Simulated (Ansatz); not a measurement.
# H3S+ (quintet): inputs that go wrong

4 inputs are run for H3S+ (quintet) as typed; the log has to tell whether the result can be used and what must change.

Program: Ansatz 0.2.0, Gaussian basis. Level of theory: the settings change from run to run. These are calculated values, not measurements.

16 further runs of the same task are left out: 7 that didn't finish, 9 set aside as unsound or not needed. Runs told in other sessions of the task aren't counted.

### Step 1. The system

The geometry is a PBE0/def2-TZVP stationary point (not a proven minimum) of the parent state, kept for this charge and spin.

4 atoms, charge 1, spin multiplicity 5.

Atoms are counted from 1 here; the program's logs count them from 0.

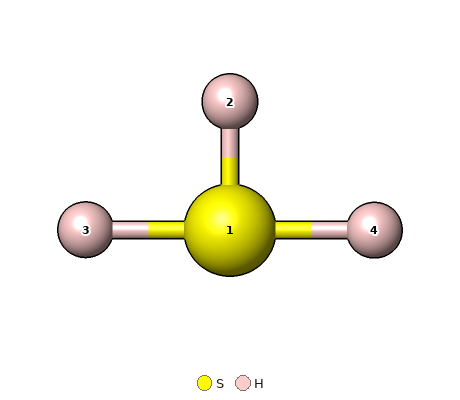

The structure; sulfur yellow, hydrogen pink; atoms are numbered from 1 in the order of the file.

### Step 2. Attempt 1

in.yaml reads:

```yaml
crystal:
  periodic: [false, false, false]
  atoms:
    - {symbol: S, position_ang: [0.000000, -0.039104, 0.000000]}
    - {symbol: H, position_ang: [0.000000, 1.318376, 0.000000]}
    - {symbol: H, position_ang: [0.000000, -0.037193, 1.520127]}
    - {symbol: H, position_ang: [0.000000, -0.037193, -1.520127]}
basis:
  gaussian: {orbitals: 6-31G}
total_charge: 1
magnetization: {spin_polarized: false, initial_magnetization: 4}
correlation: {method: sc_nevpt2, electrons: all, active_space: {window: {electrons: 6, orbitals: 5}}}
output: {forces: true}
```

On the command line:

```
ansatz run in.yaml --threads 1 --pin off --events-out ev --progress --plain --max-ram 2393MiB
```

Log:

```text
Functional definition: HF
  name "HF"
  cite "Fock, Z. Phys. 61, 126 (1930) doi:10.1007/BF01340294"
  parent pbe
  exchange = exact_x
  correlation = 0
236 factors; integrals over basis functions are off by at most 3.1e-4 eV
mean field evaluation 1: about -10839.7938 eV, gradient 8.9e0 eV
mean field evaluation 2: about -10839.8069 eV, gradient 8.9e0 eV
mean field evaluation 4: about -10840.4571 eV, gradient 6.3e-1 eV
mean field evaluation 8: about -10840.4631 eV, gradient 1.7e-6 eV
mean field evaluation 16: about -10838.4495 eV, gradient 9.2e0 eV
mean field -10840.46308983 eV, -398.3796706214 hartree, gradient 7.1e-7 eV, S^2 6.000000; 2 other end points of the search recorded, 0 dependent functions left out
reference -10840.46308983 eV, -398.3796706214 hartree; 11, 7 occupied and 8, 12 virtual orbitals, 236 factors
state -10840.46308983 eV, -398.3796706214 hartree
state -10840.46308983 eV, -398.3796706214 hartree; corrected -10841.73391944 eV, -398.4263727482 hartree
state -10839.09448861 eV, -398.3293754541 hartree
state -10839.09448861 eV, -398.3293754541 hartree; corrected -10839.96510421 eV, -398.3613699875 hartree
state -10840.46308983 eV, -398.3796706214 hartree; corrected -10841.73391944 eV, -398.4263727482 hartree
WARN: 1 active orbitals are nearly empty or full. The corrections depend on them more than the energy does, and are more stable in an active space without them
the calculation of the forces begins
Error: an active orbital is full or empty, and SC-NEVPT2 has no forces then: leave it out of the active space
```

Wall time 0.27 s (1 thread of Arm Neoverse V1, shared host).

What is wrong: The run stopped with an error. It says: «an active orbital is full or empty, and SC-NEVPT2 has no forces then: leave it out of the active space». Cure: drop the forces, or choose an active space whose orbitals are all partly filled.

### Step 3. Attempt 2

in.yaml reads:

```yaml
crystal:
  periodic: [false, false, false]
  atoms:
    - {symbol: S, position_ang: [0.000000, -0.039104, 0.000000]}
    - {symbol: H, position_ang: [0.000000, 1.318376, 0.000000]}
    - {symbol: H, position_ang: [0.000000, -0.037193, 1.520127]}
    - {symbol: H, position_ang: [0.000000, -0.037193, -1.520127]}
basis:
  gaussian: {orbitals: def2-SVP}
total_charge: 1
magnetization: {spin_polarized: false, initial_magnetization: 4}
correlation: {method: sc_nevpt2, electrons: all}
output: {forces: true}
```

Same command.

Log:

```text
Error: this correlation method needs an active space: name one as the reference
```

It took 0.03 s on 1 thread of Arm Neoverse V1, shared host.

What is wrong: The run was refused. This method needs an active space and has none. To mend it, add an active_space block.

### Step 4. Attempt 3

in.yaml reads:

```yaml
crystal:
  periodic: [false, false, false]
  atoms:
    - {symbol: S, position_ang: [0.000000, -0.039104, 0.000000]}
    - {symbol: H, position_ang: [0.000000, 1.318376, 0.000000]}
    - {symbol: H, position_ang: [0.000000, -0.037193, 1.520127]}
    - {symbol: H, position_ang: [0.000000, -0.037193, -1.520127]}
basis:
  gaussian: {orbitals: 6-31G}
total_charge: 1
magnetization: {spin_polarized: false, initial_magnetization: 4}
correlation: {method: afqmc, electrons: valence}
output: {forces: true}
```

The command is unchanged.

Log:

```text
Error: YAML parse error: error: line 12 column 23: unknown variant `afqmc`, expected one of mp2, rpa, ccsd, ccsd_t, bccd, bccd_t, ccsdt, ccsdt_q, ccsdt_q_b, ccsdtq, fci, sc_nevpt2, fic_nevpt4_sd, fic_mrcisd_q, fic_mrcisd_q_relaxed
  --> <input>:12:23
   |
10 | total_charge: 1
11 | magnetization: {spin_polarized: false, initial_magnetization: 4}
12 | correlation: {method: afqmc, electrons: valence}
   |                       ^ unknown variant `afqmc`, expected one of mp2, rpa, ccsd, ccsd_t, bccd, bccd_t, ccsdt, ccsdt_q, ccsdt_q_b, ccsdtq, fci, sc_nevpt2, fic_nevpt4_sd, fic_mrcisd_q, fic_mrcisd_q_relaxed
13 | output: {forces: true}
   |
```

Wall time 0.03 s (1 thread of Arm Neoverse V1, shared host).

Diagnosis: The run was refused. The method's name isn't one that the program knows. Cure: name one from the list in the message.

### Step 5. Attempt 4

in.yaml reads:

```yaml
crystal:
  periodic: [false, false, false]
  atoms:
    - {symbol: S, position_ang: [0.000000, -0.073895, 0.000000]}
    - {symbol: H, position_ang: [0.000000, 2.491335, 0.000000]}
    - {symbol: H, position_ang: [0.000000, -0.070284, 2.872584]}
    - {symbol: H, position_ang: [0.000000, -0.070284, -2.872584]}
basis:
  gaussian: {orbitals: 6-31G}
total_charge: 1
magnetization: {spin_polarized: false, initial_magnetization: 4}
correlation: {method: fic_nevpt4_sd, electrons: outside_noble_gas, active_space: {window: {electrons: 6, orbitals: 7}}}
scf: {lower_state_search: off}
```

The command is unchanged.

Log:

```text
Functional definition: HF
  name "HF"
  cite "Fock, Z. Phys. 61, 126 (1930) doi:10.1007/BF01340294"
  parent pbe
  exchange = exact_x
  correlation = 0
these checks for a lower state are left out or cut short: stability, starts, cluster_reference, orbital_swaps, neighbouring_geometries, increment
238 factors; integrals over basis functions are off by at most 2.1e-4 eV
mean field evaluation 1: about -10842.4210 eV, gradient 8.2e0 eV
mean field evaluation 2: about -10842.4260 eV, gradient 8.2e0 eV
mean field evaluation 4: about -10843.3219 eV, gradient 5.1e0 eV
mean field evaluation 8: about -10844.3063 eV, gradient 1.6e0 eV
mean field evaluation 16: about -10844.4277 eV, gradient 3.4e-3 eV
mean field evaluation 32: about -10844.4277 eV, gradient 4.4e-6 eV
mean field -10844.42773990 eV, -398.5253688240 hartree, gradient 1.4e-7 eV, S^2 6.000000; 0 other end points of the search recorded, 0 dependent functions left out
reference -10844.42773990 eV, -398.5253688240 hartree; 11, 7 occupied and 8, 12 virtual orbitals, 238 factors
state -10847.53605288 eV, -398.6395972195 hartree
state -10847.53605288 eV, -398.6395972195 hartree; corrected -10847.88184926 eV, -398.6523050020 hartree
Total energy: -10847.88184926 eV, -398.6523050020 hartree
Checks for a lower state left out: stability, starts, cluster_reference, orbital_swaps, neighbouring_geometries, increment
```

Wall time 1 s (1 thread of Arm Neoverse V1, shared host).

**Diagnosis.** The run converged, which proves nothing about the input. The coordinates are scaled by the bohr-ångström factor. The shortest distance is 2.57 Å, against 1.36 Å in the geometry of step 1. Its energy belongs to another geometry. Fix: restore the coordinates in ångström.

### Step 6. How the runs ended

| attempt | level | ended | cause | time |
| --- | --- | --- | --- | --- |
| 1 | NEVPT2(6,5)/6-31G | stopped by an error | an active orbital is full or empty, and SC-NEVPT2 has no forces then: leave it out of the active space | 0.27 s |
| 2 | 'sc_nevpt2'/def2-SVP | refused | this method needs an active space and has none | 0.03 s |
| 3 | 'afqmc'/6-31G | refused | the method's name isn't one that the program knows | 0.03 s |
| 4 | NEVPT4(SD)(6,7)/6-31G | converged | the coordinates are scaled by the bohr-ångström factor | 1 s |

1 stopped by an error, 2 refused, 1 converged. The input that converges on a wrong geometry or spin is the dangerous one: no error points at it, so geometry and ⟨S²⟩ have to be checked.
